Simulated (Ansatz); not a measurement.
# r2SCAN0/STO-3G run of HNO (nitroxyl)

What is the energy change on altering one bond length of HNO (nitroxyl) at r2SCAN0/STO-3G? 

The results are computed with Ansatz 0.2.0.

50 further runs of the same task are left out: 1 that didn't finish, 49 set aside as unsound or not needed.

### 1 The system as given

HNO has 3 atoms, charge 0, and is taken as a singlet. SMILES: `N=O`. The shape is that of a PBE0-D4/def2-TZVP optimisation.

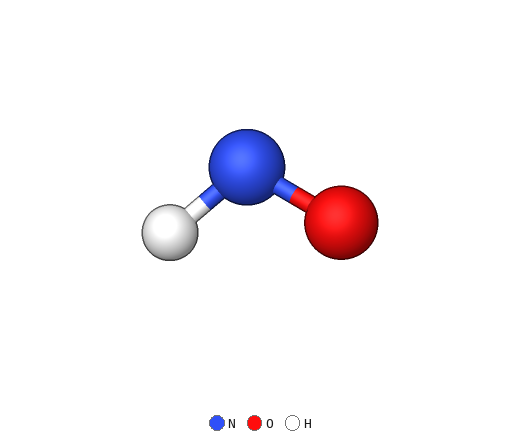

Viewed from a chosen angle; nitrogen blue, oxygen red, hydrogen white.

### 2 A single-point energy at r2SCAN0/STO-3G

Contents of molecule.yaml:

```yaml
crystal:
  periodic: [false, false, false]
  atoms:
    - {symbol: "N", position_ang: [-0.283700, 0.312790, -0.117160]}
    - {symbol: O, position_ang: [0.755300, 0.397200, 0.456500]}
    - {symbol: H, position_ang: [-0.471600, -0.709980, -0.339350]}
basis:
  gaussian: {orbitals: STO-3G}
magnetization: {spin_polarized: false}
hamiltonian: {xc: {name: r2SCAN0}}
accuracy: high
```

The run is started by

```sh
$ ansatz run molecule.yaml --threads 1 --pin off --max-ram 3480MiB --events-out events.jsonl --progress --plain --runs-dir runs
```

Standard output:

```text
Warning: RAYON_NUM_THREADS=1 ignored (pool sized by the plan → 1); use --threads N
Functional definition: r2SCAN0
  name "r2SCAN0"
  parameter a = 0.25
  parameter k0 = 0.174
  parameter k1 = 0.065
  parameter a1 = 4.9479
  exchange = (1 - a)*r2scan_x(k0 = k0, k1 = k1, a1 = a1) + a*exact_x
  correlation = r2scan_c
168 factors; integrals over basis functions are off by at most 3.7e-8 eV
mean field evaluation 1: about -3499.9246 eV, gradient 1.0e1 eV
mean field evaluation 2: about -3499.5046 eV, gradient 1.7e1 eV
mean field evaluation 4: about -3500.2263 eV, gradient 6.1e-2 eV
mean field evaluation 8: about -3500.2154 eV, gradient 3.3e-4 eV
mean field evaluation 16: about -3500.2154 eV, gradient 2.5e-8 eV
mean field -3500.21541802 eV, -128.6305440812 hartree, gradient 2.5e-8 eV, S^2 0.000000; 0 other end points of the search recorded, 0 dependent functions left out
reference -3500.21541818 eV, -128.6305440869 hartree; 8, 8 occupied and 3, 3 virtual orbitals, 168 factors
Total energy: -3500.21541818 eV, -128.6305440869 hartree
```

It took 0.81 s on 1 thread of AMD EPYC 7R43 (Zen 3), shared host; peak memory 0.12 GiB.

### 3 The distorted shape at the same level

Contents of in.yaml:

```yaml
basis:
  gaussian: {orbitals: STO-3G}
crystal:
  periodic: [false, false, false]
  atoms:
    - {symbol: N, position_ang: [-0.236725, 0.568483, -0.061612]}
    - {symbol: O, position_ang: [0.802275, 0.652893, 0.512048]}
    - {symbol: H, position_ang: [-0.471600, -0.709980, -0.339350]}
hamiltonian: {xc: {name: r2SCAN0}}
accuracy: high
```

The run is started by

```sh
$ ansatz run in.yaml --threads 1 --pin off --max-ram 3480MiB --events-out events.jsonl --progress --plain --runs-dir runs
```

Standard output:

```text
Warning: RAYON_NUM_THREADS=1 ignored (pool sized by the plan → 1); use --threads N
Functional definition: r2SCAN0
  name "r2SCAN0"
  parameter a = 0.25
  parameter k0 = 0.174
  parameter k1 = 0.065
  parameter a1 = 4.9479
  exchange = (1 - a)*r2scan_x(k0 = k0, k1 = k1, a1 = a1) + a*exact_x
  correlation = r2scan_c
168 factors; integrals over basis functions are off by at most 3.9e-8 eV
mean field evaluation 1: about -3499.5068 eV, gradient 1.1e1 eV
mean field evaluation 2: about -3499.1450 eV, gradient 1.7e1 eV
mean field evaluation 4: about -3499.9047 eV, gradient 7.4e-1 eV
mean field evaluation 8: about -3499.8893 eV, gradient 2.4e-3 eV
mean field evaluation 16: about -3499.8893 eV, gradient 3.5e-8 eV
mean field -3499.88933923 eV, -128.6185609066 hartree, gradient 3.5e-8 eV, S^2 0.000000; 0 other end points of the search recorded, 0 dependent functions left out
reference -3499.88933939 eV, -128.6185609125 hartree; 8, 8 occupied and 3, 3 virtual orbitals, 168 factors
Total energy: -3499.88933939 eV, -128.6185609125 hartree
```

It took 0.78 s on 1 thread of AMD EPYC 7R43 (Zen 3), shared host; peak memory 0.12 GiB.

### 4 What came out

Level: r2SCAN0/STO-3G.

```
                                                         quantity          value
                                        first shape: total energy  -128.63054 Eh
                                    distorted shape: total energy  -128.61856 Eh
energy change with the N1–H3 bond stretched from 1.063 to 1.329 Å       0.326 eV
```

In words: With the N1–H3 bond stretched from 1.063 to 1.329 Å the energy rises by 0.33 eV (7.5 kcal/mol). The first shape isn't relaxed at this level, so the change isn't measured from a minimum. The minimal basis adds a large error of its own.
